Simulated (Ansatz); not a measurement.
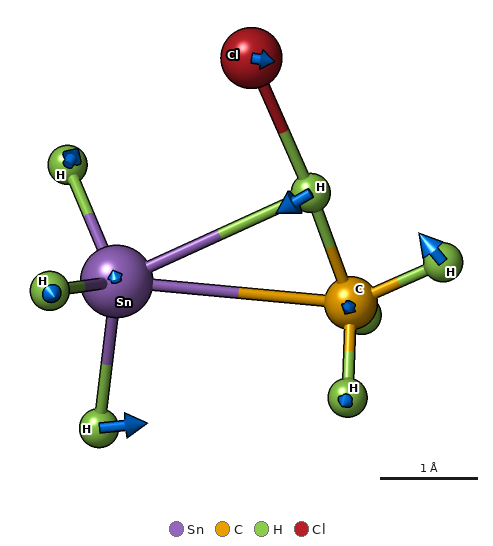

This is a constrained relaxation of CH$_{7}$ClSn. The starting structure is drawn; blue arrows show the displacements, magnified 5 times. The two geometries are superimposed by the best rigid fit.

A ball-and-stick model, seen at a tilt.

The reaction that was planned forms Sn1–Cl7, C2–H6 and breaks Sn1–C2, H6–Cl7 (atoms numbered from 1 in input order).

Method: RKS PBE0-D4/def2-SVP (Ansatz 0.2.0). (held fixed: the distance between atoms 1 (Sn) and 7 (Cl), the distance between atoms 2 (C) and 6 (H), the distance between atoms 1 (Sn) and 2 (C), the distance between atoms 6 (H) and 7 (Cl), counting from 1; force threshold 0.04 eV/Å; at most 150 steps)

> Atoms of which element are displaced furthest, and by how much?

Hydrogen: up to 0.10 Å, against 0.05 Å for chlorine.

> Describe the change and its energy.

The energy falls by 0.064 eV in 3 geometry steps. Largest force component: 0.42 eV/Å at the start, 0.033 eV/Å at the end. The largest move after the best rigid fit is that of an H atom, 0.10 Å. By element the largest moves are H 0.10 Å, Cl 0.05 Å, C 0.03 Å, Sn 0.03 Å. Near-neighbour distances that change, for instance: H–Sn 2.294 → 2.201 Å, H–Sn 1.673 → 1.696 Å, C–H 1.089 → 1.099 Å, H–Sn 1.721 → 1.729 Å. Bond angles that change, for instance: Sn–C–H 147.1° → 141.0°, C–Sn–H 92.0° → 87.0°, Sn–C–H 67.7° → 63.7°. The run took 16 s on 4 threads of Intel Xeon @ 2.50GHz (shared host).
